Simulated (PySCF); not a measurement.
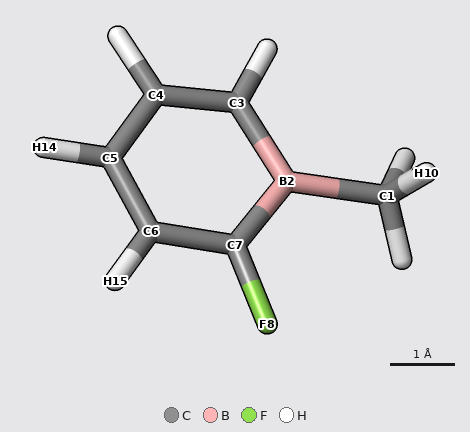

*The structure as given in the input (stick view, seen at a tilt; atoms are numbered from 1 in the order of the input).*

Bond lengths as drawn: B–C 1.49 to 1.64 Å, C–C 1.33 to 1.41 Å, C–F 1.41 Å and C–H 1.05 to 1.14 Å.

Geometry relaxation of C₆H₇BF (charge −1)

System: C₆H₇BF, charge −1, SMILES C[b-]1ccccc1F.
Method: PBE0-D3(BJ)/def2-SVP geometry optimisation, gas phase (PySCF 2.14.0).

### Output
```
step   0  E = -356.92007063  max force = 0.089372
step   1  E = -356.92832121  max force = 0.016279
step   2  E = -356.92949692  max force = 0.005522
step   3  E = -356.92950361  max force = 0.003973
step   4  E = -356.92960697  max force = 0.000732
step   5  E = -356.92960746  max force = 0.000902
step   6  E = -356.92961448  max force = 0.000197
optimisation converged
```

### Trajectory as extended XYZ (Å, eV, eV/Å), 7 frames, from step=0 to step=6
```
15
Properties=species:S:1:pos:R:3:forces:R:3 step=0 energy=-9712.28982
C     2.3793    0.3141   -0.0212   -1.8224   1.5753   0.5188
B     0.7530    0.1209   -0.0214    1.2222   0.1645   0.0131
C    -0.2479    1.2540    0.0163    3.2745   0.8875   0.0505
C    -1.5553    1.0226    0.0385   -4.5957   0.1109  -0.0040
C    -2.1151   -0.2730    0.0144   -0.5083   0.7389   0.1225
C    -1.2776   -1.3686   -0.0186    0.2303  -0.9953  -0.0349
C     0.1037   -1.2189   -0.0386    0.1365  -1.1953  -0.0965
F     0.8284   -2.4289   -0.0916   -0.4021   0.7995   0.0643
H     2.8787   -0.4394   -0.5567    0.9519  -1.4538  -0.9456
H     2.7604    0.3277    1.0006    0.2313  -0.0803   0.4603
H     2.6398    1.2927   -0.4595    0.1016   0.0342  -0.0449
H     0.0795    2.3083    0.0498    0.0089  -0.0743  -0.0578
H    -2.3231    1.8641    0.0614    0.8394  -0.6437   0.0094
H    -3.2063   -0.4108    0.0485    0.1809   0.0480  -0.0419
H    -1.7129   -2.3821   -0.0291    0.1510   0.0841  -0.0132
15
Properties=species:S:1:pos:R:3:forces:R:3 step=1 energy=-9712.51433
C     2.3628    0.3331    0.0736    0.2520  -0.3658  -0.2025
B     0.7717    0.1339    0.0097   -0.0577  -0.0383  -0.0061
C    -0.2254    1.2451   -0.2009   -0.6748  -0.1966   0.0148
C    -1.6206    0.9984   -0.2123    0.8371   0.1272  -0.2605
C    -2.1394   -0.2850   -0.0587    0.0241  -0.2389  -0.0792
C    -1.2759   -1.3853    0.1241   -0.0840   0.1106   0.1006
C     0.0987   -1.2180    0.1775   -0.0945   0.3443   0.2760
F     0.8226   -2.3389    0.4927    0.1235  -0.3108  -0.1840
H     2.9116   -0.4781   -0.4686   -0.2054   0.3097   0.2491
H     2.7418    0.3187    1.1136   -0.0049  -0.0424  -0.0126
H     2.6826    1.2929   -0.3639    0.0179   0.0847  -0.0300
H     0.0729    2.2899   -0.3489    0.0847   0.1661  -0.0186
H    -2.3056    1.8290   -0.4210   -0.1731   0.0583   0.1342
H    -3.2197   -0.4568   -0.0931   -0.0552   0.0077  -0.0172
H    -1.6932   -2.3921    0.2576    0.0104  -0.0159   0.0361
15
Properties=species:S:1:pos:R:3:forces:R:3 step=2 energy=-9712.54632
C     2.3647    0.3298    0.0784    0.0617  -0.0580  -0.0732
B     0.7693    0.1406    0.0215    0.0242  -0.0441   0.0334
C    -0.2275    1.2528   -0.2026   -0.2840  -0.0993   0.0208
C    -1.6104    0.9936   -0.2367    0.2149   0.2129  -0.0852
C    -2.1392   -0.2878   -0.0700    0.0523  -0.0868   0.0688
C    -1.2789   -1.3791    0.1560   -0.0572   0.0178  -0.0228
C     0.0954   -1.2089    0.2013    0.0259   0.0832  -0.0401
F     0.8259   -2.3582    0.4087    0.0203  -0.0404   0.0336
H     2.9026   -0.4825   -0.4491   -0.0529   0.0572   0.0488
H     2.7441    0.3156    1.1179   -0.0095  -0.0081   0.0072
H     2.6915    1.2871   -0.3663   -0.0038   0.0011   0.0150
H     0.0737    2.3031   -0.3488    0.0121  -0.0288  -0.0141
H    -2.3120    1.8230   -0.4161   -0.0361  -0.0252   0.0205
H    -3.2216   -0.4556   -0.1115    0.0145   0.0262   0.0113
H    -1.6926   -2.3867    0.2990    0.0176  -0.0077  -0.0240
15
Properties=species:S:1:pos:R:3:forces:R:3 step=3 energy=-9712.54651
C     2.3645    0.3266    0.0818   -0.0090   0.0522  -0.0120
B     0.7691    0.1385    0.0202   -0.0184  -0.0638   0.0114
C    -0.2346    1.2454   -0.2097   -0.0302   0.1784  -0.0243
C    -1.6161    1.0062   -0.2442    0.2043  -0.1437   0.0525
C    -2.1307   -0.2811   -0.0645   -0.1852  -0.0656   0.0028
C    -1.2755   -1.3770    0.1534   -0.0226   0.0652  -0.0092
C     0.0993   -1.2108    0.1983    0.0493   0.0315  -0.0313
F     0.8294   -2.3631    0.4032   -0.0206   0.0160   0.0189
H     2.9007   -0.4843   -0.4420   -0.0006  -0.0193  -0.0143
H     2.7377    0.3083    1.1235   -0.0080   0.0000   0.0057
H     2.6946    1.2851   -0.3583    0.0014  -0.0061   0.0143
H     0.0740    2.2925   -0.3624    0.0426   0.0018  -0.0084
H    -2.3240    1.8330   -0.4133    0.0253  -0.0467   0.0031
H    -3.2132   -0.4480   -0.0952   -0.0213  -0.0095   0.0019
H    -1.6901   -2.3849    0.2908   -0.0071   0.0096  -0.0111
15
Properties=species:S:1:pos:R:3:forces:R:3 step=4 energy=-9712.54932
C     2.3649    0.3267    0.0820   -0.0107   0.0377   0.0051
B     0.7698    0.1398    0.0190    0.0075  -0.0269   0.0008
C    -0.2309    1.2492   -0.2117   -0.0096   0.0269  -0.0030
C    -1.6092    0.9993   -0.2425   -0.0067   0.0095   0.0209
C    -2.1375   -0.2832   -0.0631    0.0247  -0.0164  -0.0078
C    -1.2779   -1.3754    0.1512   -0.0286  -0.0112   0.0095
C     0.0973   -1.2074    0.1959    0.0116   0.0028  -0.0106
F     0.8260   -2.3599    0.4053   -0.0088   0.0065   0.0076
H     2.8997   -0.4846   -0.4417    0.0122  -0.0244  -0.0182
H     2.7357    0.3064    1.1246   -0.0044  -0.0018   0.0026
H     2.6970    1.2854   -0.3556    0.0008  -0.0018   0.0085
H     0.0777    2.2959   -0.3663    0.0084  -0.0048  -0.0051
H    -2.3175    1.8248   -0.4107   -0.0024   0.0061  -0.0059
H    -3.2207   -0.4461   -0.0923    0.0046   0.0038  -0.0019
H    -1.6896   -2.3845    0.2875    0.0013  -0.0060  -0.0024
15
Properties=species:S:1:pos:R:3:forces:R:3 step=5 energy=-9712.54933
C     2.3637    0.3267    0.0815    0.0032  -0.0056   0.0010
B     0.7689    0.1378    0.0187    0.0083   0.0095  -0.0032
C    -0.2283    1.2511   -0.2111   -0.0175  -0.0250   0.0023
C    -1.6067    1.0008   -0.2407    0.0035   0.0068  -0.0025
C    -2.1349   -0.2825   -0.0642   -0.0294  -0.0097   0.0003
C    -1.2804   -1.3781    0.1511    0.0122   0.0464  -0.0062
C     0.0949   -1.2088    0.1960    0.0136  -0.0163   0.0080
F     0.8228   -2.3607    0.4099    0.0098  -0.0043   0.0008
H     2.8994   -0.4835   -0.4449    0.0047  -0.0015  -0.0029
H     2.7338    0.3039    1.1243    0.0000  -0.0049   0.0010
H     2.6951    1.2869   -0.3529   -0.0023  -0.0003   0.0037
H     0.0831    2.2967   -0.3671    0.0012  -0.0054   0.0008
H    -2.3149    1.8263   -0.4101   -0.0047  -0.0021  -0.0003
H    -3.2182   -0.4430   -0.0955   -0.0056   0.0053  -0.0004
H    -1.6934   -2.3870    0.2865    0.0030   0.0072  -0.0022
15
Properties=species:S:1:pos:R:3:forces:R:3 step=6 energy=-9712.54952
C     2.3646    0.3254    0.0818    0.0023  -0.0073  -0.0017
B     0.7697    0.1370    0.0186    0.0028   0.0042  -0.0020
C    -0.2287    1.2497   -0.2110   -0.0075  -0.0065  -0.0019
C    -1.6076    1.0020   -0.2407    0.0060   0.0014  -0.0066
C    -2.1367   -0.2810   -0.0648    0.0031   0.0012   0.0030
C    -1.2802   -1.3751    0.1506   -0.0005  -0.0050  -0.0016
C     0.0956   -1.2093    0.1960   -0.0028   0.0101   0.0068
F     0.8221   -2.3619    0.4112   -0.0046   0.0019  -0.0032
H     2.9005   -0.4843   -0.4460   -0.0013   0.0065   0.0015
H     2.7341    0.3003    1.1248    0.0003  -0.0052   0.0000
H     2.6964    1.2864   -0.3503   -0.0002   0.0012   0.0020
H     0.0839    2.2947   -0.3675    0.0015   0.0003   0.0019
H    -2.3151    1.8282   -0.4105    0.0022  -0.0021   0.0010
H    -3.2201   -0.4417   -0.0964   -0.0004   0.0002   0.0009
H    -1.6934   -2.3838    0.2856   -0.0010  -0.0008   0.0000
```

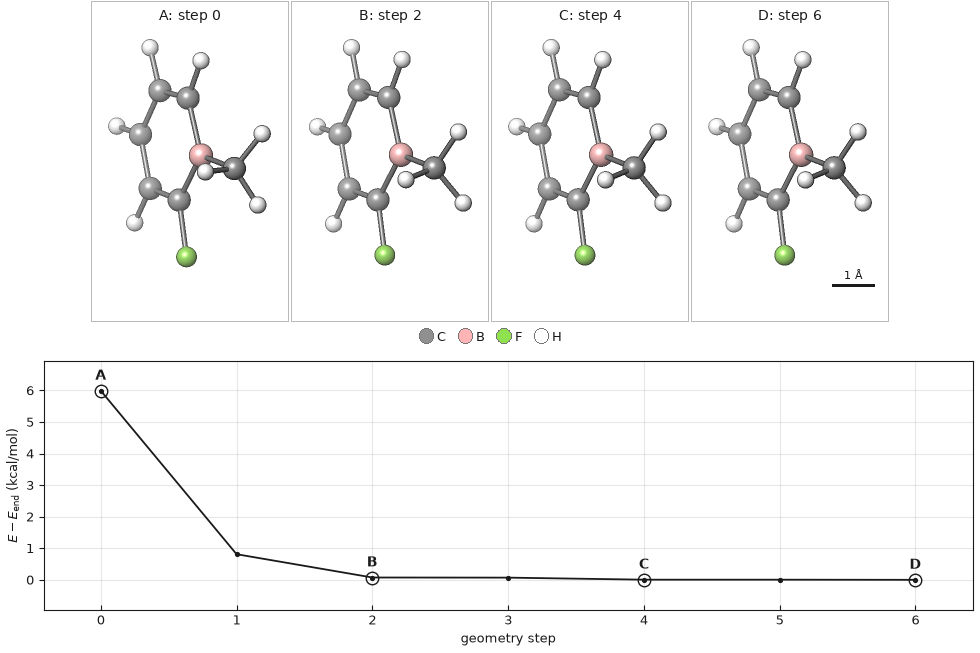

*Frames of the relaxation (ball-and-stick view, seen at a tilt) above the curves, on which the letters mark them (steps are counted from 0).*

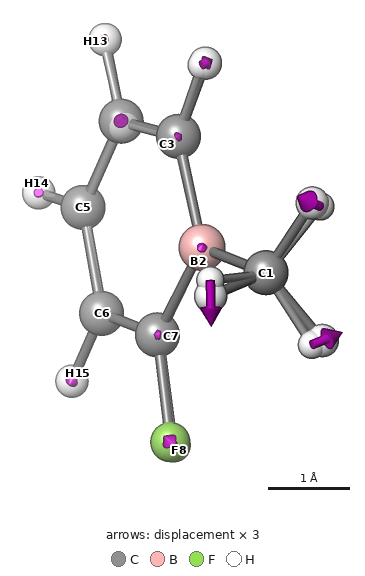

*Start (faint) and end (solid) with the displacements as pink arrows, magnified 3 times (ball-and-stick view, seen at a tilt). The two geometries are laid on each other by the best rigid fit.*

H10 moves most after the best rigid fit: 0.20 Å. Largest moves by element: H 0.20 Å, F 0.07 Å, C 0.06 Å, B 0.03 Å. Distances before and after: C3–C4 1.328 → 1.401 Å, C1–H9 1.051 → 1.105 Å, C4–H13 1.139 → 1.101 Å, C7–F8 1.411 → 1.379 Å. Among the angles that change: C5–C4–H13 114.3° → 117.7°, H9–C1–H10 108.7° → 105.8°, B2–C1–H11 109.8° → 112.6°. The energy falls by 5.99 kcal/mol in 6 geometry steps. The largest force component goes from 4.6 to 0.01 eV/Å. (Atoms are counted from 1 in the order of the input.)

The run was set up as follows.

### Input
```
{"job": {"xc": "PBE0", "basis": "def2-SVP", "d3": "d3bj", "grid": 1, "shake": 0.01, "kind": "geom"}, "charge": -1, "multiplicity": 1}
C      2.379310     0.314110    -0.021210
B      0.752990     0.120910    -0.021360
C     -0.247900     1.254010     0.016300
C     -1.555250     1.022570     0.038520
C     -2.115140    -0.272990     0.014360
C     -1.277600    -1.368590    -0.018580
C      0.103750    -1.218920    -0.038630
F      0.828360    -2.428910    -0.091580
H      2.878730    -0.439440    -0.556720
H      2.760360     0.327660     1.000610
H      2.639790     1.292690    -0.459540
H      0.079520     2.308320     0.049830
H     -2.323130     1.864100     0.061360
H     -3.206280    -0.410840     0.048480
H     -1.712860    -2.382050    -0.029070
```

The first line tells a small driver script what to run in PySCF; the rest is the geometry in Å.

Command:
```bash
OMP_NUM_THREADS=1 python <driver script> task.json out
```

### Results in brief

```tsv
quantity	value
outcome	converged
total energy	−356.929614 hartree
point group	C1
hardware	1 CPU thread, shared host
wall time	93 s
peak memory	0.58 GiB
```
